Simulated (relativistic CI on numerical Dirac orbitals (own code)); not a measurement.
# Ti¹³⁺: one ion under different settings

Aim: see what numerical and physical settings do to the SCF, the total energy and the lowest levels of Ti¹³⁺.

Method: Dirac-Coulomb-Breit CI, KLI orbitals optimised for each configuration, model QED (radiative potential, 1s self-energy scaled to tabulated hydrogen-like ionisation energies), numerical settings as typed. Code: relativistic CI on numerical Dirac orbitals (own code) version 3.

### Step 1. The atom as given

| Property | Result |
| --- | --- |
| ion | Ti¹³⁺ (Ti XIV) |
| nuclear charge | 22 |
| electrons | 9 |
| isotope | A = 48 |

### Step 2. Usual settings

Settings, as recorded:

```ini
atom Ti  Z=22  charge=13  electrons=9
nucleus A=48  rms_radius_fm=3.5921
hamiltonian dirac-coulomb  breit=on  qed=on  c_scale=1
orbitals kli  potential=per-configuration
slater_scale 1
correlation none
mixing on
grid step=0.0125 r_max=7.3
scf mixing=0.4 start=green max_iterations=150 tolerance=2e-08 node_fill=0.05
configurations
  [He] 2s2 2p5
  [He] 2s 2p6
end
```

Command:

```console
$ python run_levels.py task.json out
```

task.json lists these runs, among others, and the program works through them in turn.

Results of the run (chosen fields of its result record, rounded):

```text
status: converged
levels [i, E_cm, J2, conf, term, w_term, w_jj]:
  - [0, 0, 3, "2s2 2p5", "2P*", 1, 1]
  - [1, 47120.773, 1, "2s2 2p5", "2P*", 1, 1]
  - [2, 838131.54, 1, "2s 2p6", "2S", 1, 1]
total_energy [Ha]: -765.80256768
n_levels_all: 3
overlap: 4.68585e-14
scf_iterations: [9, 9]
orbital_energies [Ha]: {"1s": -196.128, "2s": -35.1151, "2p1/2": -32.1422, "2p3/2": -31.9106}
configurations [conf, odd, states, E_av_Ha, breit_Ha, qed_Ha]:
  - ["2s2 2p5", 1, 6, -766.1425928, 0.237, 0.1746]
  - ["2s 2p6", 0, 2, -762.3904948, 0.2402, 0.1665]
scf_steps of the first configuration [iteration, E_Ha, residual, outer_eigenvalue_Ha]:
  - [1, -758.3314526, 2.2, -46.18]
  - [2, -763.6413863, 1.23, -39.57]
  - [3, -766.1327919, 0.0596, -31.82]
  - [4, -766.141109, 0.0324, -32.1]
  - [5, -766.1425892, 0.000527, -31.91]
  - [6, -766.1425923, 5.04e-05, -31.91]
  - [7, -766.1425928, 1.98e-06, -31.91]
  - [8, -766.1425928, 6.29e-07, -31.91]
  - [9, -766.1425928, 2.13e-09, -31.91]
```

Wall time 0.082 s (1 thread, shared host).

### Step 3. Node fill 0, tolerance 1e-05, end of the grid 3.65

Settings: those of step 2 with these lines changed.

```diff
@@ -7,4 +7,4 @@
 mixing on
-grid step=0.0125 r_max=7.3
-scf mixing=0.4 start=green max_iterations=150 tolerance=2e-08 node_fill=0.05
+grid step=0.0125 r_max=3.65
+scf mixing=0.4 start=green max_iterations=150 tolerance=1e-05 node_fill=0
 configurations
```

Main fields:

```text
status: converged
levels [i, E_cm, J2, conf, term, w_term]:
  - [0, 0, 3, "2s2 2p5", "2P*", 1]
  - [1, 47102.333, 1, "2s2 2p5", "2P*", 1]
  - [2, 838109.99, 1, "2s 2p6", "2S", 1]
total_energy [Ha]: -765.80227449
n_levels_all: 3
overlap: 4.51812e-14
scf_iterations: [7, 7]
orbital_energies [Ha]: {"1s": -196.226, "2s": -35.1271, "2p1/2": -32.1602, "2p3/2": -31.9282}
configurations [conf, odd, states, E_av_Ha, breit_Ha, qed_Ha]:
  - ["2s2 2p5", 1, 6, -766.1425098, 0.2372, 0.1746]
  - ["2s 2p6", 0, 2, -762.3904379, 0.2404, 0.1665]
scf_steps of the first configuration [iteration, E_Ha, residual, outer_eigenvalue_Ha]:
  - [1, -758.3314526, 2.19, -46.18]
  - [2, -763.6317091, 1.23, -39.58]
  - [3, -766.1342506, 0.0593, -31.84]
  - [4, -766.140254, 0.0332, -32.12]
  - [5, -766.1425173, 0.000633, -31.92]
  - [6, -766.1425103, 4.23e-05, -31.93]
  - [7, -766.1425098, 2.38e-06, -31.93]
```

Wall time 0.075 s (1 thread, shared host).

### Step 4. Iteration limit 20

Settings: those of step 3 with these lines changed.

```diff
@@ -7,4 +7,4 @@
 mixing on
-grid step=0.0125 r_max=3.65
-scf mixing=0.4 start=green max_iterations=150 tolerance=1e-05 node_fill=0
+grid step=0.0125 r_max=7.3
+scf mixing=0.4 start=green max_iterations=20 tolerance=2e-08 node_fill=0.05
 configurations
```

Main fields:

```text
status: converged
levels [i, E_cm, J2, conf, term, w_term]:
  - [0, 0, 3, "2s2 2p5", "2P*", 1]
  - [1, 47120.773, 1, "2s2 2p5", "2P*", 1]
  - [2, 838131.54, 1, "2s 2p6", "2S", 1]
total_energy [Ha]: -765.80256768
n_levels_all: 3
overlap: 4.68585e-14
scf_iterations: [9, 9]
orbital_energies [Ha]: {"1s": -196.128, "2s": -35.1151, "2p1/2": -32.1422, "2p3/2": -31.9106}
configurations [conf, odd, states, E_av_Ha, breit_Ha, qed_Ha]:
  - ["2s2 2p5", 1, 6, -766.1425928, 0.237, 0.1746]
  - ["2s 2p6", 0, 2, -762.3904948, 0.2402, 0.1665]
scf_steps of the first configuration [iteration, E_Ha, residual, outer_eigenvalue_Ha]:
  - [1, -758.3314526, 2.2, -46.18]
  - [2, -763.6413863, 1.23, -39.57]
  - [3, -766.1327919, 0.0596, -31.82]
  - [4, -766.141109, 0.0324, -32.1]
  - [5, -766.1425892, 0.000527, -31.91]
  - [6, -766.1425923, 5.04e-05, -31.91]
  - [7, -766.1425928, 1.98e-06, -31.91]
  - [8, -766.1425928, 6.29e-07, -31.91]
  - [9, -766.1425928, 2.13e-09, -31.91]
```

It took 0.078 s on 1 thread, shared host.

### Step 5. Grid step 0.006

Settings: those of step 4 with these lines changed.

```diff
@@ -7,4 +7,4 @@
 mixing on
-grid step=0.0125 r_max=7.3
-scf mixing=0.4 start=green max_iterations=20 tolerance=2e-08 node_fill=0.05
+grid step=0.006 r_max=7.3
+scf mixing=0.4 start=green max_iterations=150 tolerance=2e-08 node_fill=0.05
 configurations
```

Main fields:

```text
status: converged
levels [i, E_cm, J2, conf, term, w_term]:
  - [0, 0, 3, "2s2 2p5", "2P*", 1]
  - [1, 47120.776, 1, "2s2 2p5", "2P*", 1]
  - [2, 838131.56, 1, "2s 2p6", "2S", 1]
total_energy [Ha]: -765.80260216
n_levels_all: 3
overlap: 6.0663e-15
scf_iterations: [9, 9]
orbital_energies [Ha]: {"1s": -196.128, "2s": -35.1151, "2p1/2": -32.1422, "2p3/2": -31.9106}
configurations [conf, odd, states, E_av_Ha, breit_Ha, qed_Ha]:
  - ["2s2 2p5", 1, 6, -766.1426271, 0.237, 0.1746]
  - ["2s 2p6", 0, 2, -762.390529, 0.2402, 0.1665]
scf_steps of the first configuration [iteration, E_Ha, residual, outer_eigenvalue_Ha]:
  - [1, -758.3314869, 2.2, -46.18]
  - [2, -763.6414206, 1.23, -39.57]
  - [3, -766.1328267, 0.0596, -31.82]
  - [4, -766.1412016, 0.0321, -32.1]
  - [5, -766.1426237, 0.000499, -31.91]
  - [6, -766.1426266, 7.1e-05, -31.91]
  - [7, -766.1426271, 1.59e-06, -31.91]
  - [8, -766.1426271, 4.26e-07, -31.91]
  - [9, -766.1426271, 2.87e-09, -31.91]
```

It took 0.14 s on 1 thread, shared host.

### Step 6. Breit term off, potential mixing 0.7, iteration limit 20

Settings, as recorded:

```ini
atom Ti  Z=22  charge=13  electrons=9
nucleus A=48  rms_radius_fm=3.5921
hamiltonian dirac-coulomb  breit=off  qed=on  c_scale=1
orbitals kli  potential=per-configuration
slater_scale 1
correlation none
mixing on
grid step=0.0125 r_max=7.3
scf mixing=0.7 start=green max_iterations=20 tolerance=2e-08 node_fill=0.05
configurations
  [He] 2s2 2p5
  [He] 2s 2p6
end
```

Main fields:

```text
status: converged
levels [i, E_cm, J2, conf, term, w_term]:
  - [0, 0, 3, "2s2 2p5", "2P*", 1]
  - [1, 48636.025, 1, "2s2 2p5", "2P*", 1]
  - [2, 837931.7, 1, "2s 2p6", "2S", 1]
total_energy [Ha]: -766.04190477
n_levels_all: 3
overlap: 4.58512e-14
scf_iterations: [8, 8]
orbital_energies [Ha]: {"1s": -196.128, "2s": -35.1151, "2p1/2": -32.1422, "2p3/2": -31.9106}
configurations [conf, odd, states, E_av_Ha, breit_Ha, qed_Ha]:
  - ["2s2 2p5", 1, 6, -766.1425928, 0, 0.1746]
  - ["2s 2p6", 0, 2, -762.3904948, 0, 0.1665]
scf_steps of the first configuration [iteration, E_Ha, residual, outer_eigenvalue_Ha]:
  - [1, -758.3314526, 2.2, -46.18]
  - [2, -765.7947831, 0.493, -34.91]
  - [3, -766.1412491, 0.0199, -31.9]
  - [4, -766.142582, 0.00433, -31.93]
  - [5, -766.1425921, 0.000122, -31.91]
  - [6, -766.1425927, 4.82e-06, -31.91]
  - [7, -766.1425928, 1.93e-07, -31.91]
  - [8, -766.1425928, 1.52e-09, -31.91]
```

It took 0.065 s on 1 thread, shared host.

### Step 7. The runs side by side

| setting | total energy less usual (Ha) | largest shift of a level among the lowest eight of both runs, same label and place (cm⁻¹) | SCF iterations | time | lowest level | kind of change |
| --- | --- | --- | --- | --- | --- | --- |
| usual | 0 | 0 | 18 | 0.082 s | 2p5 2P°3/2 | - |
| node fill 0, tolerance 1e-05, end of the grid 3.65 | 0.000293 | 21.6 | 14 | 0.075 s | 2p5 2P°3/2 | numerical |
| iteration limit 20 | 0 | 0 | 18 | 0.078 s | 2p5 2P°3/2 | numerical |
| grid step 0.006 | -3.45e-05 | 0.0266 | 18 | 0.14 s | 2p5 2P°3/2 | numerical |
| Breit term off, potential mixing 0.7, iteration limit 20 | -0.239 | 1520 | 16 | 0.065 s | 2p5 2P°3/2 | model term |

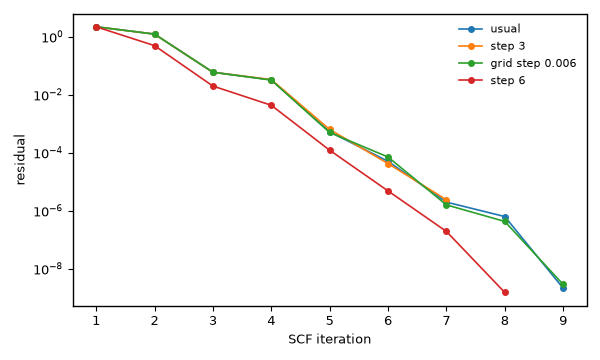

Residual of the first configuration's SCF.

### Step 8. Summary of results

| quantity | value |
| --- | --- |
| lowest level, usual settings | 2p5 2P°3/2 |
| total energy | -765.8026 Ha |
| first excitation | 47121 cm⁻¹ |

In words: Among the runs whose levels can be followed, they move most under «Breit term off, potential mixing 0.7, iteration limit 20» (model term), by up to 1520 cm⁻¹. No visible change in the result comes from «iteration limit 20». Only the listed configurations are in the model.
